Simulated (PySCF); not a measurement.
# PH3F+ (SMILES F[PH3+]): levels of theory compared

Wanted: a comparison of 6 runs (BCCD(T)/STO-3G, CCSDT(Q)/STO-3G, CCSDT/STO-3G, CCSDTQ/STO-3G, NEVPT2(2,2)/STO-3G, CCSD(T)/STO-3G) of PH3F+. The job is set up through a Python script.

The calculation is run with PySCF 2.14.0.

23 further runs of the same task are left out: 9 that didn't finish, 14 set aside as unsound or not needed.

## (1) Starting point

The species is PH3F+ (5 atoms), meant as a singlet with charge +1. As SMILES, `F[PH3+]`. The coordinates come from a GFN2-xTB relaxation.

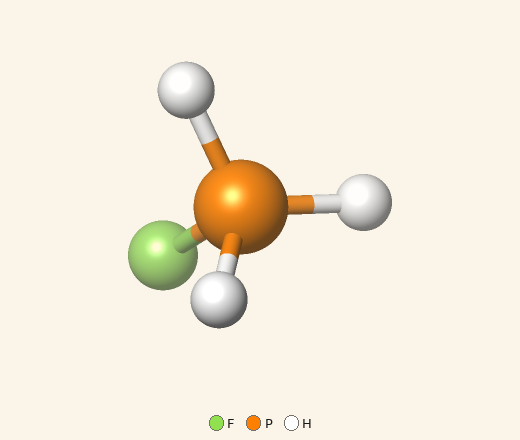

The structure, seen from a chosen angle (fluorine green, phosphorus orange, hydrogen white).

## (2) The energy at BCCD(T)/STO-3G (run 1)

run.py

```python
from pyscf import gto, scf, cc
from pyscf.cc.bccd import bccd_kernel_

mol = gto.M(
    atom='''
F     -2.580402     0.473187     0.644586
P      0.231662    -0.042292    -0.057977
H      0.072150    -0.809974    -2.549940
H      0.918653    -1.905392     1.640528
H      1.357938     2.284471     0.322822
''',
    max_memory=1860,
    spin=0,
    unit='bohr',
    charge=1,
    basis='sto-3g',
    verbose=3,
)

hf = scf.RHF(mol)
hf.conv_tol = 1e-10
hf.kernel()
if not hf.converged:
    hf = hf.newton().run(hf.mo_coeff, hf.mo_occ)

mycc = cc.CCSD(hf, frozen=6).run()
mycc = bccd_kernel_(mycc, diis=True)
e_t = mycc.ccsd_t()
e_final = mycc.e_tot + e_t
print('Final energy', e_final)
```

Launch:

```sh
OMP_NUM_THREADS=1 python run.py
```

What it wrote:

```text
converged SCF energy = -436.445732460449
E(CCSD) = -436.5324647241663  E_corr = -0.08673226371762549
BCCD loop starts.

[... 22 lines left out ...]
CCSD converged
[... 22 lines left out ...]
CCSD converged
[... 3 lines left out ...]
******** <class 'pyscf.cc.ccsd.CCSD'> ********
CC2 = 0
CCSD nocc = 7, nmo = 11
frozen orbitals 6
max_cycle = 50
direct = 0
conv_tol = 1e-07
conv_tol_normt = 1e-05
diis_space = 6
diis_start_cycle = 0
diis_start_energy_diff = 1e+09
Init E_corr(CCSD) = -0.0881208455794109
cycle = 1  E_corr(CCSD) = -0.0881380034577167  dE = -1.71578783e-05  norm(t1,t2) = 0.0002035
cycle = 2  E_corr(CCSD) = -0.0881305816766584  dE = 7.42178106e-06  norm(t1,t2) = 3.2651e-05
cycle = 3  E_corr(CCSD) = -0.0881311259657525  dE = -5.44289094e-07  norm(t1,t2) = 1.65808e-05
cycle = 4  E_corr(CCSD) = -0.08813042230805  dE = 7.03657703e-07  norm(t1,t2) = 5.22115e-06
cycle = 5  E_corr(CCSD) = -0.0881303877976888  dE = 3.45103612e-08  norm(t1,t2) = 1.25543e-06
CCSD converged
E(CCSD) = -436.5320891046603  E_corr = -0.08813038779768882
BCC iter:    2  E:    -436.532089104660  dE:    2.098e-06  |t1|:    9.663e-06
CCSD(T) correction = -0.00187331594238887
Final energy -436.5339624206026
```

Wall time 0.93 s (1 thread of Arm Neoverse V1, shared host); peak memory 0.1 GiB.

## (3) A single-point energy at CCSDT(Q)/STO-3G (run 2)

run.py

```python
from pyscf import gto, cc

mol = gto.M(
    atom='''
F       -1.365490       0.250400       0.341100
P        0.122590      -0.022380      -0.030680
H        0.038180      -0.428620      -1.349370
H        0.486130      -1.008290       0.868130
H        0.718590       1.208890       0.170830
''',
    spin=0,
    max_memory=1860,
    charge=1,
    basis='sto-3g',
    verbose=3,
)

mf = mol.RHF()
mf.conv_tol = 1e-10
mf.kernel()
if not mf.converged:
    mf = mf.newton().run(mf.mo_coeff, mf.mo_occ)

mycc = cc.CCSDT(mf, frozen=6)
mycc.kernel()
e_bracket, e_q = mycc.ccsdt_q()
energy = mycc.e_tot + e_q
print('E(%s) = %.9f' % ('CCSDT(Q)', energy))
```

Launch:

```sh
OMP_NUM_THREADS=1 python run.py
```

What it wrote:

```text
converged SCF energy = -436.445732451981
_make_eris_incore_RCCSDT

WARN: A large `blksize` is being used, which may cause large memory consumption
      for storing contraction intermediates. If memory is sufficient, consider using
      `pyscf.cc.rccsdt_highm.RCCSDT` instead.

RCCSDT converged
E(RCCSDT) = -436.5345048143171   E_corr = -0.0887723623355848
E_corr(same-spin) = -0.00472492165437869
E_corr(oppo-spin) = -0.0840474406812061
_make_eris_incore_RCCSDT
E(CCSDT(Q)) = -436.534543519
```

Wall time 1.6 s (1 thread of Arm Neoverse V1, shared host); peak memory 0.12 GiB.

Runs 3 to 4 aren't shown in full; the table further down has their settings and results.

## (4) The energy at NEVPT2(2,2)/STO-3G (run 5)

calc.py

```python
import numpy
from pyscf import gto, scf, mp, mcscf, mrpt

mol = gto.Mole()
mol.atom = '''
F   -1.365490   0.250400   0.341100
P    0.122590  -0.022380  -0.030680
H    0.038180  -0.428620  -1.349370
H    0.486130  -1.008290   0.868130
H    0.718590   1.208890   0.170830
'''
mol.verbose = 4
mol.max_memory = 1860
mol.basis = 'sto-3g'
mol.charge = 1
mol.build()

hf = scf.RHF(mol)
hf.conv_tol = 1e-10
hf.kernel()
if not hf.converged:
    hf = hf.newton().run(hf.mo_coeff, hf.mo_occ)

pt = mp.MP2(scf.addons.convert_to_uhf(hf)).run()
noons, natorbs = mcscf.addons.make_natural_orbitals(pt)
print('natural occupations', numpy.round(noons[:40], 4))
cas = mcscf.CASSCF(hf, 2, 2)
cas.fix_spin_(ss=0.0)
cas.natorb = True
cas.kernel(natorbs)
e_pt2 = mrpt.NEVPT(cas).kernel()
etot = cas.e_tot + e_pt2
print('Final energy', etot)
```

Launch:

```sh
OMP_NUM_THREADS=1 python calc.py
```

What it wrote:

```text
PySCF version 2.14.0

[... 55 lines left out ...]
converged SCF energy = -436.445732451981
[... 32 lines left out ...]
sorting_mo_energy = False
[... 24 lines left out ...]
1-step CASSCF converged in   5 macro ( 44 JK  13 micro) steps
[... 2 lines left out ...]
Natural orbital (expansion on meta-Lowdin AOs) in CAS space
[... 9 lines left out ...]
CASSCF energy = -436.468852197145
[... 2 lines left out ...]
******** <class 'pyscf.mrpt.nevpt2.NEVPT'> ********
NEVPT2 (1e+1e, 2o), ncore = 12, nvir = 3
root = 0
Natural occ [1.9646723 0.0353277]
Natural orbital (expansion on meta-Lowdin AOs) in CAS space
               #1        #2
0 F 1s           0.00135   0.00412
0 F 2s          -0.03337  -0.20242
0 F 2px          0.74667  -0.58109
[... 13 lines of this table left out ...]
4 H 1s          -0.09188  -0.04640
<CAS-nat-orb|mo-hf>  13     11       0.95478533
<CAS-nat-orb|mo-hf>  14     14      -0.50637208
<CAS-nat-orb|mo-hf>  14     15       0.86220228
Sr    (-1)',   E = -0.00000000000002
Si    (+1)',   E = -0.00000000000032
Sijrs (0)  ,   E = -0.03314544488421
Sijr  (+1) ,   E = -0.00188717110929
Srsi  (-1) ,   E = -0.00170927371296
Srs   (-2) ,   E = -0.00010104708030
Sij   (+2) ,   E = -0.00171855973061
Sir   (0)' ,   E = -0.00751895310512
Nevpt2 Energy = -0.046080449622834
Final energy -436.5149326467679
```

It took 1 s on 1 thread of Arm Neoverse V1, shared host; peak memory 0.12 GiB.

## (5) The energy at CCSD(T)/STO-3G (run 6)

input.xyz

```xyz
5

F     -1.365490     0.250400     0.341100
P      0.122590    -0.022380    -0.030680
H      0.038180    -0.428620    -1.349370
H      0.486130    -1.008290     0.868130
H      0.718590     1.208890     0.170830
```

run.py

```python
from pyscf import gto, scf, cc

system = gto.M(
    atom='input.xyz',
    basis='sto-3g',
    verbose=3,
    max_memory=1860,
    charge=1,
    spin=0,
)

myscf = scf.RHF(system)
myscf.conv_tol = 1e-10
myscf.kernel()
if not myscf.converged:
    myscf = myscf.newton().run(myscf.mo_coeff, myscf.mo_occ)

mycc = cc.CCSD(myscf, frozen=6)
mycc.kernel()
e_t = mycc.ccsd_t()
energy = mycc.e_tot + e_t
print('E(%s) = %.9f' % ('CCSD(T)', energy))
```

Launch:

```sh
OMP_NUM_THREADS=1 python run.py
```

What it wrote:

```text
converged SCF energy = -436.445732451981
E(CCSD) = -436.5324647065482  E_corr = -0.08673225456673761
CCSD(T) correction = -0.0015442869067538
E(CCSD(T)) = -436.534008993
```

Wall time 0.76 s (1 thread of Arm Neoverse V1, shared host); peak memory 0.1 GiB.

## (6) All runs side by side

| run | level | frozen core orbitals | active selection | energy (Eh) | correlation energy (mEh) | wall time |
| --- | --- | --- | --- | --- | --- | --- |
| 1 | BCCD(T)/STO-3G | 6 | – | -436.533962 | -88.2 | 0.93 s |
| 2 | CCSDT(Q)/STO-3G | 6 | – | -436.534544 | -88.8 | 1.6 s |
| 3 | CCSDT/STO-3G | 6 | – | -436.534505 | -88.8 | 1.1 s |
| 4 | CCSDTQ/STO-3G | 6 | – | -436.534531 | -88.8 | 6.6 s |
| 5 | NEVPT2(2,2)/STO-3G | – | mp2 natural orbitals | -436.514933 | – | 1 s |
| 6 | CCSD(T)/STO-3G | 6 | – | -436.534009 | -88.3 | 0.76 s |

## (7) What came out

| quantity | value |
| --- | --- |
| run 6: total energy | -436.53401 Eh |
| run 6: HOMO energy (Hartree–Fock orbitals) | -20.18 eV |
| run 6: LUMO energy (Hartree–Fock orbitals) | 1.76 eV |
| run 6: HOMO–LUMO gap (Hartree–Fock orbitals) | 21.95 eV |
| run 6: correlation energy (6 core orbitals frozen) | -88.3 mEh |
| run 6: (T) correction | -1.54 mEh |
| run 6: T1 diagnostic | 0.009 |

In words: In runs 1, 2, 3, 4, 5, 6 the basis is minimal, so the values are rough. All runs together took 12 s, the longest 6.6 s.
